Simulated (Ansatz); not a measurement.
# C₂H₉SbSi: basis-set convergence

How large a basis does C₂H₉SbSi need? Two functionals are run in growing sets.

Computed with Ansatz 0.2.0, Gaussian basis. Level: one geometry, several basis sets.

Plan: PBE0-D4/def2-SVP; ωB97M-V/def2-SVP; PBE0-D4/def2-QZVPP; ωB97M-V/def2-QZVPP; the functionals' def2-TZVPP values are taken from earlier runs.

## (1) The geometry

The geometry comes from an earlier relaxation with PBE0-D4 in a triple-zeta def2 set; it is a stationary point, not always the lowest conformer. Sb takes the def2 core potential; no spin-orbit term is included.

SMILES `[CH3][Sb]([CH3])[SiH3]`, 13 atoms, charge 0, spin multiplicity 1.

Atoms are counted from 1 here; the program's logs count them from 0.

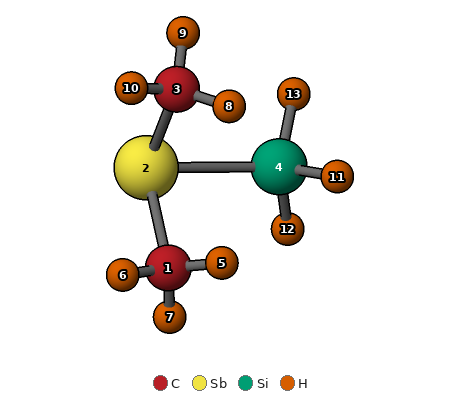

The geometry (carbon red, antimony yellow, silicon teal, hydrogen orange); atoms are numbered from 1 in the order of the file.

## (2) PBE0-D4 in def2-SVP

Contents of in.yaml:

```yaml
crystal:
  periodic: [false, false, false]
  atoms:
    - {symbol: C, position_ang: [-0.918780, 1.504829, -0.724440]}
    - {symbol: Sb, position_ang: [0.649097, 0.065765, -1.126793]}
    - {symbol: C, position_ang: [1.716403, 0.424334, 0.723430]}
    - {symbol: Si, position_ang: [-0.694285, -1.890352, -0.140169]}
    - {symbol: H, position_ang: [-1.283577, 1.402050, 0.297322]}
    - {symbol: H, position_ang: [-0.516009, 2.507685, -0.869067]}
    - {symbol: H, position_ang: [-1.741326, 1.351860, -1.423294]}
    - {symbol: H, position_ang: [1.026405, 0.456073, 1.566331]}
    - {symbol: H, position_ang: [2.448945, -0.367580, 0.880439]}
    - {symbol: H, position_ang: [2.240036, 1.377437, 0.644163]}
    - {symbol: H, position_ang: [-1.261961, -1.516472, 1.187183]}
    - {symbol: H, position_ang: [-1.818632, -2.264240, -1.041894]}
    - {symbol: H, position_ang: [0.174085, -3.086087, 0.041787]}
basis:
  gaussian: {orbitals: def2-SVP}
hamiltonian: {xc: pbe0, dispersion: d4}
output: {orbitals: {seedname: orbitals}}
```

Further steps of the session: ωB97M-V in def2-SVP; PBE0-D4 in def2-QZVPP; ωB97M-V in def2-QZVPP.

Before running them: what should the planned runs give, taken together? Wanted: PBE0-D4: double and triple zeta above quadruple; ωB97M-V: double and triple zeta above quadruple.

**Answer**, as computed:

```
                                       quantity          value
PBE0-D4: double and triple zeta above quadruple  5.97, 0.45 eV
ωB97M-V: double and triple zeta above quadruple  6.21, 0.44 eV
```

In words: For PBE0-D4 the step from double to triple zeta gains 5.51 eV and the next only 0.45 eV. Total energies overstate the basis error of differences, where much of it tends to cancel. The LUMO of ωB97M-V is positive and keeps falling with the basis (1.79 to 1.00 eV): an unbound level that the basis holds in place.
